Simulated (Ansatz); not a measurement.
**CH₆AlBSi: single points with varied inputs**

How do the results and run time of CH₆AlBSi respond when the settings are drawn wide?

Program: Ansatz 0.2.0, Gaussian basis. Level of theory: the settings change from run to run. These are calculated values, not measurements.

**1. The relaxed structure**

An earlier PBE0-D4 in a triple-zeta def2 set relaxation fixed the geometry.

SMILES `[BH]1C[SiH2][AlH]1`, 10 atoms, charge 0, spin multiplicity 1.

Atoms are counted from 1 here; the program's logs count them from 0.

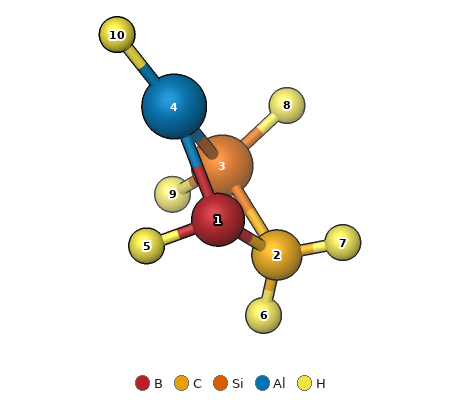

The geometry (boron red, carbon amber, silicon orange, aluminium blue, hydrogen yellow); atoms are numbered from 1 in the order of the file.

**2. r2SCAN50/def2-SVPD**

Options: density fitting with cc-pVTZ-jkfit, D3(BJ) with three-body dispersion.

Contents of in.yaml:

```yaml
crystal:
  periodic: [false, false, false]
  atoms:
    - {symbol: B, position_ang: [0.422100, 1.041840, 0.132568]}
    - {symbol: C, position_ang: [0.820344, -0.048254, 1.134099]}
    - {symbol: Si, position_ang: [-0.443790, -0.949034, -0.022086]}
    - {symbol: Al, position_ang: [-0.186038, 0.878587, -1.740346]}
    - {symbol: H, position_ang: [-0.594170, 1.690700, 0.380315]}
    - {symbol: H, position_ang: [0.472522, 0.033820, 2.161836]}
    - {symbol: H, position_ang: [1.794509, -0.524548, 1.059178]}
    - {symbol: H, position_ang: [0.276830, -2.078266, -0.670380]}
    - {symbol: H, position_ang: [-1.663401, -1.404660, 0.688841]}
    - {symbol: H, position_ang: [-0.815809, 1.308615, -3.121026]}
basis:
  gaussian: {orbitals: def2-SVPD, fitting: {mean_field: cc-pVTZ-jkfit}}
hamiltonian: {xc: {name: r2SCAN50}, dispersion: d3bjatm}
output: {forces: true}
```

Started as:

```bash
ansatz run in.yaml --threads 2 --pin off --events-out ev --progress --plain --max-ram 4352MiB
```

Output, shortened:

```text
Functional definition: r2SCAN50
  name "r2SCAN50"
  cite "Bursch, Neugebauer, Ehlert & Grimme, J. Chem. Phys. 156, 134105 (2022) doi:10.1063/5.0086040"
  cite "Furness, Kaplan, Ning, Perdew & Sun, J. Phys. Chem. Lett. 11, 8208 (2020) doi:10.1021/acs.jpclett.0c02405"
  cite "Furness, Kaplan, Ning, Perdew & Sun, J. Phys. Chem. Lett. 11, 9248 (2020) doi:10.1021/acs.jpclett.0c03077"
  parent r2scan
[...]
580 factors; integrals over basis functions are off by at most 1.2e-1 eV
[...]
mean field -16274.96365283 eV, -598.0938826748 hartree, gradient 7.5e-5 eV, S^2 0.000000; 0 other end points of the search recorded, 0 dependent functions left out
[...]
reference -16274.96366284 eV, -598.0938830430 hartree; 22, 22 occupied and 114, 114 virtual orbitals, 580 factors
Total energy: -16275.04701531 eV, -598.0969461895 hartree
Atom 0 at     0.422100     1.041840     0.132568 Å, force     0.032236    -0.031054    -0.020693 eV/Å
Atom 1 at     0.820344    -0.048254     1.134099 Å, force    -0.032081     0.047689    -0.052044 eV/Å
Atom 2 at    -0.443790    -0.949034    -0.022086 Å, force    -0.033406    -0.140330     0.021064 eV/Å
Atom 3 at    -0.186038     0.878587    -1.740346 Å, force    -0.068043     0.061164    -0.048378 eV/Å
Atom 4 at    -0.594170     1.690700     0.380315 Å, force    -0.004911    -0.013636     0.020398 eV/Å
Atom 5 at     0.472522     0.033820     2.161836 Å, force     0.012805     0.010376    -0.032179 eV/Å
Atom 6 at     1.794509    -0.524548     1.059178 Å, force    -0.030761     0.009689    -0.009940 eV/Å
Atom 7 at     0.276830    -2.078266    -0.670380 Å, force    -0.035186     0.062331     0.041472 eV/Å
Atom 8 at    -1.663401    -1.404660     0.688841 Å, force     0.075893     0.045543    -0.055038 eV/Å
Atom 9 at    -0.815809     1.308615    -3.121026 Å, force     0.083454    -0.051774     0.135338 eV/Å
Dipole moment:    -0.028879    -0.008901    -0.225020 e Å
```

Wall time 4.6 s (2 threads of Arm Neoverse V2, shared host).

Largest force 0.167 eV/Å, dipole 1.09 D.

**3. PBE-QIDH/def2-SVPD**

This run has charge +1, multiplicity 2.

in.yaml, as its differences from that of step 2:

```diff
@@ -14,4 +14,5 @@
 basis:
-  gaussian: {orbitals: def2-SVPD, fitting: {mean_field: cc-pVTZ-jkfit}}
-hamiltonian: {xc: {name: r2SCAN50}, dispersion: d3bjatm}
-output: {forces: true}
+  gaussian: {orbitals: def2-SVPD}
+total_charge: 1
+magnetization: {spin_polarized: true, initial_magnetization: 1}
+hamiltonian: {xc: {name: PBE-QIDH}}
```

Launched as before.

Output, shortened:

```text
Functional definition: PBE-QIDH
  name "PBE-QIDH"
  cite "Brémond, Sancho-García, Pérez-Jiménez & Adamo, J. Chem. Phys. 141, 031101 (2014) doi:10.1063/1.4890314"
  cite "Perdew, Burke & Ernzerhof, Phys. Rev. Lett. 77, 3865 (1996) doi:10.1103/PhysRevLett.77.3865"
[...]
1317 factors; integrals over basis functions are off by at most 1.1e-3 eV
[...]
mean field -16251.70774323 eV, -597.2392437604 hartree, gradient 8.8e-7 eV, S^2 0.771468; 0 other end points of the search recorded, 0 dependent functions left out
12 core orbitals not correlated: weight in the atoms' cores, before any rotation towards them, 1.000 or more for the frozen orbitals, at most 0.000 for the correlated occupied ones
reference -16251.70776099 eV, -597.2392444131 hartree; 10, 9 occupied and 114, 115 virtual orbitals, 1317 factors
second order -12.01539014 eV of doubles, -0.00000000 eV of singles
Total energy: -16255.71289104 eV, -597.3864302276 hartree
```

Run time: 7.5 s. Hardware: 2 threads of Arm Neoverse V2, shared host; peak memory 0.39 GiB.

⟨S²⟩ 0.771.

**4. CAM-B3LYP/cc-pVDZ**

in.yaml, as its differences from that of step 3:

```diff
@@ -14,5 +14,4 @@
 basis:
-  gaussian: {orbitals: def2-SVPD}
-total_charge: 1
-magnetization: {spin_polarized: true, initial_magnetization: 1}
-hamiltonian: {xc: {name: PBE-QIDH}}
+  gaussian: {orbitals: cc-pVDZ}
+hamiltonian: {xc: {name: CAM-B3LYP}}
+output: {forces: true}
```

Launched as before.

Output, shortened:

```text
Functional definition: CAM-B3LYP
  name "CAM-B3LYP"
  cite "Yanai, Tew & Handy, Chem. Phys. Lett. 393, 51 (2004) doi:10.1016/j.cplett.2004.06.011"
  cite "Iikura, Tsuneda, Yanai & Hirao, J. Chem. Phys. 115, 3540 (2001) doi:10.1063/1.1383587"
  cite "Becke, Phys. Rev. A 38, 3098 (1988) doi:10.1103/PhysRevA.38.3098"
  cite "Lee, Yang & Parr, Phys. Rev. B 37, 785 (1988) doi:10.1103/PhysRevB.37.785"
  cite "Vosko, Wilk & Nusair, Can. J. Phys. 58, 1200 (1980) doi:10.1139/p80-159"
[...]
  # Exact exchange under (alpha + beta erf(omega r))/r, Becke's under what is left of 1/r.
[...]
885 factors; integrals over basis functions are off by at most 1.3e-3 eV
355 factors; integrals over basis functions are off by at most 1.3e-5 eV
[...]
mean field -16282.39983422 eV, -598.3671573007 hartree, gradient 4.2e-5 eV, S^2 0.000000; 0 other end points of the search recorded, 0 dependent functions left out
[...]
Atom 0 at     0.422100     1.041840     0.132568 Å, force     0.095000     0.248202    -0.023946 eV/Å
Atom 1 at     0.820344    -0.048254     1.134099 Å, force    -0.031439     0.166070    -0.155311 eV/Å
Atom 2 at    -0.443790    -0.949034    -0.022086 Å, force    -0.195349    -0.307940    -0.138821 eV/Å
Atom 3 at    -0.186038     0.878587    -1.740346 Å, force     0.040410     0.036502    -0.058409 eV/Å
Atom 4 at    -0.594170     1.690700     0.380315 Å, force    -0.043066     0.075177     0.098738 eV/Å
Atom 5 at     0.472522     0.033820     2.161836 Å, force    -0.087362     0.040003     0.246647 eV/Å
Atom 6 at     1.794509    -0.524548     1.059178 Å, force     0.244036    -0.120082    -0.029348 eV/Å
Atom 7 at     0.276830    -2.078266    -0.670380 Å, force     0.053888    -0.103204    -0.017689 eV/Å
Atom 8 at    -1.663401    -1.404660     0.688841 Å, force    -0.090109    -0.024913     0.058088 eV/Å
Atom 9 at    -0.815809     1.308615    -3.121026 Å, force     0.013992    -0.009816     0.020051 eV/Å
Dipole moment:    -0.031185    -0.017533    -0.204052 e Å
```

It took 2.6 s on 2 threads of Arm Neoverse V2, shared host.

Largest force 0.390 eV/Å, dipole 1.00 D.

**5. r2SCANh/x2c-TZVPPall**

Set apart from the defaults: D4 dispersion, high accuracy, the search for lower states set to full.

in.yaml, as its differences from that of step 4:

```diff
@@ -14,4 +14,5 @@
 basis:
-  gaussian: {orbitals: cc-pVDZ}
-hamiltonian: {xc: {name: CAM-B3LYP}}
-output: {forces: true}
+  gaussian: {orbitals: x2c-TZVPPall}
+hamiltonian: {xc: {name: r2SCANh}, dispersion: d4}
+accuracy: high
+scf: {lower_state_search: full}
```

Same command.

Output, shortened:

```text
Functional definition: r2SCANh
  name "r2SCANh"
  cite "Bursch, Neugebauer, Ehlert & Grimme, J. Chem. Phys. 156, 134105 (2022) doi:10.1063/5.0086040"
  cite "Furness, Kaplan, Ning, Perdew & Sun, J. Phys. Chem. Lett. 11, 8208 (2020) doi:10.1021/acs.jpclett.0c02405"
  cite "Furness, Kaplan, Ning, Perdew & Sun, J. Phys. Chem. Lett. 11, 9248 (2020) doi:10.1021/acs.jpclett.0c03077"
  parent r2scan
[...]
3960 factors; integrals over basis functions are off by at most 3.8e-9 eV
[...]
mean field -16311.26251131 eV, -599.4278411198 hartree, gradient 8.4e-8 eV, S^2 0.000000; 0 other end points of the search recorded, 0 dependent functions left out
reference -16311.26251226 eV, -599.4278411548 hartree; 22, 22 occupied and 208, 208 virtual orbitals, 3960 factors
Total energy: -16311.31792049 eV, -599.4298773696 hartree
Relativity: scalar
```

It took 34 s on 2 threads of Arm Neoverse V2, shared host; peak memory 1.5 GiB.

**6. PBEsol/cc-pVTZ**

This run has charge -1, multiplicity 2, atoms shaken by 0.15 Å, a point charge of 2.00 e beside it, D3(BJ) dispersion, the search for lower states set to off.

Contents of in.yaml:

```yaml
crystal:
  periodic: [false, false, false]
  atoms:
    - {symbol: B, position_ang: [0.622641, 0.935556, -0.066762]}
    - {symbol: C, position_ang: [0.784772, 0.113114, 1.271839]}
    - {symbol: Si, position_ang: [-0.484691, -1.170654, 0.110528]}
    - {symbol: Al, position_ang: [0.054174, 0.803413, -1.853216]}
    - {symbol: H, position_ang: [-0.676306, 1.688918, 0.375825]}
    - {symbol: H, position_ang: [0.644576, -0.154018, 2.214160]}
    - {symbol: H, position_ang: [1.560757, -0.653294, 1.157430]}
    - {symbol: H, position_ang: [0.323535, -2.298127, -0.628622]}
    - {symbol: H, position_ang: [-1.618123, -1.694424, 0.613347]}
    - {symbol: H, position_ang: [-0.708855, 1.310800, -2.988636]}
basis:
  gaussian: {orbitals: cc-pVTZ, point_charges: [{charge: 2.00, position_ang: [5.630, 0.010, -0.044]}]}
total_charge: -1
magnetization: {spin_polarized: true, initial_magnetization: 1}
hamiltonian: {xc: {name: PBEsol}, dispersion: d3bj}
scf: {lower_state_search: off}
output: {forces: true}
```

The command is unchanged.

Output, shortened:

```text
Functional definition: PBEsol
  name "PBEsol"
  cite "Perdew et al., Phys. Rev. Lett. 100, 136406 (2008) doi:10.1103/PhysRevLett.100.136406"
  cite "Perdew, Burke & Ernzerhof, Phys. Rev. Lett. 77, 3865 (1996) doi:10.1103/PhysRevLett.77.3865"
  parent pbesol
[...]
1284 factors; their error is unknown
[...]
mean field -16240.94862286 eV, -596.8438533798 hartree, gradient 4.5e-6 eV, S^2 0.753703; 0 other end points of the search recorded, 0 dependent functions left out
[...]
reference -16240.94867162 eV, -596.8438551716 hartree; 23, 22 occupied and 189, 190 virtual orbitals, 1284 factors
Total energy: -16241.05102464 eV, -596.8476165756 hartree
Atom 0 at     0.622641     0.935556    -0.066762 Å, force    -2.973679     0.808659     4.516326 eV/Å
Atom 1 at     0.784772     0.113114     1.271839 Å, force     0.931636    -1.823878    -5.905276 eV/Å
Atom 2 at    -0.484691    -1.170654     0.110528 Å, force     4.863903     3.102314    -2.526954 eV/Å
Atom 3 at     0.054174     0.803413    -1.853216 Å, force     1.469911    -2.014421    -0.073876 eV/Å
Atom 4 at    -0.676306     1.688918     0.375825 Å, force     1.760419    -0.758089    -0.959570 eV/Å
Atom 5 at     0.644576    -0.154018     2.214160 Å, force    -1.761185     0.529623     4.957940 eV/Å
Atom 6 at     1.560757    -0.653294     1.157430 Å, force     1.692734    -0.580004    -0.608307 eV/Å
Atom 7 at     0.323535    -2.298127    -0.628622 Å, force    -0.298946     0.592099     0.809407 eV/Å
Atom 8 at    -1.618123    -1.694424     0.613347 Å, force    -3.026078    -0.976360     1.548419 eV/Å
Atom 9 at    -0.708855     1.310800    -2.988636 Å, force    -1.320719     1.020175    -1.593996 eV/Å
Dipole moment:    -1.268095    -0.459198     0.463851 e Å
Checks for a lower state left out: stability, starts, cluster_reference, orbital_swaps, neighbouring_geometries, increment
```

It took 4.2 s on 2 threads of Arm Neoverse V2, shared host.

Largest force 6.298 eV/Å, ⟨S²⟩ 0.754.

**7. B97/def2-SVP**

Contents of in.yaml:

```yaml
crystal:
  periodic: [false, false, false]
  atoms:
    - {symbol: B, position_ang: [0.422100, 1.041840, 0.132568]}
    - {symbol: C, position_ang: [0.820344, -0.048254, 1.134099]}
    - {symbol: Si, position_ang: [-0.443790, -0.949034, -0.022086]}
    - {symbol: Al, position_ang: [-0.186038, 0.878587, -1.740346]}
    - {symbol: H, position_ang: [-0.594170, 1.690700, 0.380315]}
    - {symbol: H, position_ang: [0.472522, 0.033820, 2.161836]}
    - {symbol: H, position_ang: [1.794509, -0.524548, 1.059178]}
    - {symbol: H, position_ang: [0.276830, -2.078266, -0.670380]}
    - {symbol: H, position_ang: [-1.663401, -1.404660, 0.688841]}
    - {symbol: H, position_ang: [-0.815809, 1.308615, -3.121026]}
basis:
  gaussian: {orbitals: def2-SVP}
hamiltonian: {xc: {name: B97}}
output: {forces: true}
```

The command is unchanged.

Output, shortened:

```text
Functional definition: B97
  name "B97"
  cite "Becke, J. Chem. Phys. 107, 8554 (1997) doi:10.1063/1.475007"
[...]
      + integral(e_c_pw_opposite_spin*poly(b97_u_opposite, cos0, cos1, cos2))
923 factors; integrals over basis functions are off by at most 1.2e-3 eV
[...]
mean field -16275.59505891 eV, -598.1170864203 hartree, gradient 2.6e-5 eV, S^2 0.000000; 0 other end points of the search recorded, 0 dependent functions left out
[...]
reference -16275.59508449 eV, -598.1170873604 hartree; 22, 22 occupied and 72, 72 virtual orbitals, 923 factors
Total energy: -16275.59508449 eV, -598.1170873604 hartree
Atom 0 at     0.422100     1.041840     0.132568 Å, force     0.194789     0.324009    -0.018717 eV/Å
Atom 1 at     0.820344    -0.048254     1.134099 Å, force    -0.021737     0.074292    -0.066407 eV/Å
Atom 2 at    -0.443790    -0.949034    -0.022086 Å, force    -0.234923    -0.357535    -0.092469 eV/Å
Atom 3 at    -0.186038     0.878587    -1.740346 Å, force     0.019005     0.111072    -0.242934 eV/Å
Atom 4 at    -0.594170     1.690700     0.380315 Å, force    -0.139620     0.130377     0.066505 eV/Å
Atom 5 at     0.472522     0.033820     2.161836 Å, force    -0.109201     0.040759     0.382349 eV/Å
Atom 6 at     1.794509    -0.524548     1.059178 Å, force     0.362379    -0.175063    -0.019359 eV/Å
Atom 7 at     0.276830    -2.078266    -0.670380 Å, force     0.065389    -0.117200    -0.035113 eV/Å
Atom 8 at    -1.663401    -1.404660     0.688841 Å, force    -0.107069    -0.040549     0.068821 eV/Å
Atom 9 at    -0.815809     1.308615    -3.121026 Å, force    -0.029012     0.009839    -0.042677 eV/Å
Dipole moment:    -0.032888    -0.020025    -0.197138 e Å
```

Run time: 4.6 s. Hardware: 2 threads of Arm Neoverse V2, shared host.

Largest force 0.438 eV/Å, dipole 0.96 D.

**8. B97/6-31++G****

This run has unrestricted orbitals.

in.yaml, as its differences from that of step 7:

```diff
@@ -14,3 +14,4 @@
 basis:
-  gaussian: {orbitals: def2-SVP}
+  gaussian: {orbitals: "6-31++G**"}
+magnetization: {spin_polarized: true, initial_magnetization: 0}
 hamiltonian: {xc: {name: B97}}
```

Launched as before.

Output, shortened:

```text
Functional definition: B97
  name "B97"
  cite "Becke, J. Chem. Phys. 107, 8554 (1997) doi:10.1063/1.475007"
[...]
      + integral(e_c_pw_opposite_spin*poly(b97_u_opposite, cos0, cos1, cos2))
1046 factors; integrals over basis functions are off by at most 1.1e-3 eV
[...]
mean field -16280.85016408 eV, -598.3102079735 hartree, gradient 3.0e-5 eV, S^2 0.000000; 0 other end points of the search recorded, 0 dependent functions left out
[...]
reference -16280.85021903 eV, -598.3102099926 hartree; 22, 22 occupied and 98, 98 virtual orbitals, 1046 factors
Total energy: -16280.85021903 eV, -598.3102099926 hartree
Atom 0 at     0.422100     1.041840     0.132568 Å, force     0.058429     0.473632     0.046440 eV/Å
Atom 1 at     0.820344    -0.048254     1.134099 Å, force     0.075099    -0.022874     0.093471 eV/Å
Atom 2 at    -0.443790    -0.949034    -0.022086 Å, force    -0.293974    -0.462000    -0.129994 eV/Å
Atom 3 at    -0.186038     0.878587    -1.740346 Å, force     0.035623     0.075482    -0.261710 eV/Å
Atom 4 at    -0.594170     1.690700     0.380315 Å, force     0.026824     0.030766     0.065602 eV/Å
Atom 5 at     0.472522     0.033820     2.161836 Å, force    -0.016143     0.025826     0.163268 eV/Å
Atom 6 at     1.794509    -0.524548     1.059178 Å, force     0.157646    -0.055607     0.018063 eV/Å
Atom 7 at     0.276830    -2.078266    -0.670380 Å, force     0.017709    -0.051793     0.016124 eV/Å
Atom 8 at    -1.663401    -1.404660     0.688841 Å, force    -0.025959    -0.023924     0.031770 eV/Å
Atom 9 at    -0.815809     1.308615    -3.121026 Å, force    -0.035254     0.010491    -0.043033 eV/Å
Dipole moment:    -0.026623    -0.011511    -0.205776 e Å
```

Run time: 11 s. Hardware: 2 threads of Arm Neoverse V2, shared host; peak memory 0.43 GiB.

Largest force 0.563 eV/Å, dipole 1.00 D, ⟨S²⟩ 0.000.

**9. B2GP-PLYP/def2-mTZVP**

in.yaml, as its differences from that of step 8:

```diff
@@ -14,5 +14,3 @@
 basis:
-  gaussian: {orbitals: "6-31++G**"}
-magnetization: {spin_polarized: true, initial_magnetization: 0}
-hamiltonian: {xc: {name: B97}}
-output: {forces: true}
+  gaussian: {orbitals: def2-mTZVP}
+hamiltonian: {xc: {name: B2GP-PLYP}}
```

Launched as before.

Output, shortened:

```text
Functional definition: B2GP-PLYP
  name "B2GP-PLYP"
  cite "Karton, Tarnopolsky, Lamère, Schatz & Martin, J. Phys. Chem. A 112, 12868 (2008) doi:10.1021/jp801805p"
  cite "Becke, Phys. Rev. A 38, 3098 (1988) doi:10.1103/PhysRevA.38.3098"
  cite "Lee, Yang & Parr, Phys. Rev. B 37, 785 (1988) doi:10.1103/PhysRevB.37.785"
[...]
945 factors; integrals over basis functions are off by at most 1.0e-3 eV
[...]
mean field -16267.58795814 eV, -597.8228308946 hartree, gradient 5.7e-6 eV, S^2 0.000000; 0 other end points of the search recorded, 0 dependent functions left out
12 core orbitals not correlated: weight in the atoms' cores, before any rotation towards them, 1.000 or more for the frozen orbitals, at most 0.000 for the correlated occupied ones
reference -16267.58809554 eV, -597.8228359440 hartree; 10, 10 occupied and 78, 78 virtual orbitals, 945 factors
second order -11.55856365 eV of doubles, -0.00000000 eV of singles
Total energy: -16271.74917846 eV, -597.9757529206 hartree
```

Wall time 2.7 s (2 threads of Arm Neoverse V2, shared host).

**10. The runs in one table**

```
               level  charge  multiplicity              geometry  functions  energy (eV)   time
  r2SCAN50/def2-SVPD       0             1               relaxed        136   -16275.047  4.6 s
  PBE-QIDH/def2-SVPD       1             2               relaxed        136   -16255.713  7.5 s
   CAM-B3LYP/cc-pVDZ       0             1               relaxed         94   -16282.400  2.6 s
r2SCANh/x2c-TZVPPall       0             1               relaxed        230   -16311.318   34 s
      PBEsol/cc-pVTZ      -1             2  shaken, point charge        212   -16241.051  4.2 s
        B97/def2-SVP       0             1               relaxed         94   -16275.595  4.6 s
       B97/6-31++G**       0             1               relaxed        120   -16280.850   11 s
B2GP-PLYP/def2-mTZVP       0             1               relaxed        100   -16271.749  2.7 s
```

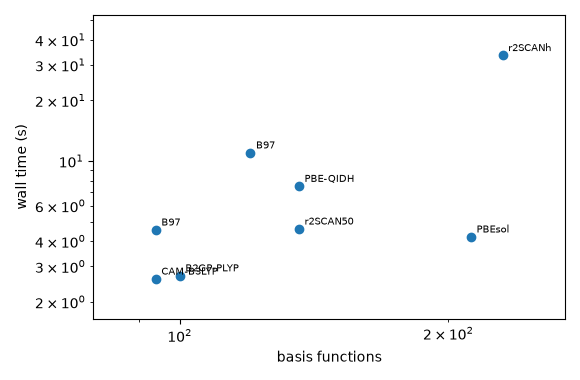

Wall time against the number of basis functions (shared host).

**11. Results**

```
                                         quantity                       value
                                             runs                           8
                                         quickest    CAM-B3LYP/cc-pVDZ, 2.6 s
                                          slowest  r2SCANh/x2c-TZVPPall, 34 s
spread of total energies, same state and geometry                     39.6 eV
                  dipole, same state and geometry              0.96 to 1.09 D
```

r2SCANh/x2c-TZVPPall took 13 times as long as CAM-B3LYP/cc-pVDZ. The jobs differ in tasks and options as well as level. The totals spread over 40 eV; they can't be compared across methods or bases. Some of these runs are scalar-relativistic and others not, which shifts the totals of all-electron atoms past neon by eV; core potentials, where a basis has them, take the core out of the total altogether. At the PBE0-D4/def2-TZVP geometry and in the same state, runs without warnings or point charges leave forces up to 0.56 eV/Å (B97/6-31++G**). At that geometry and state the dipole changes by 13 % between the lowest and highest value.
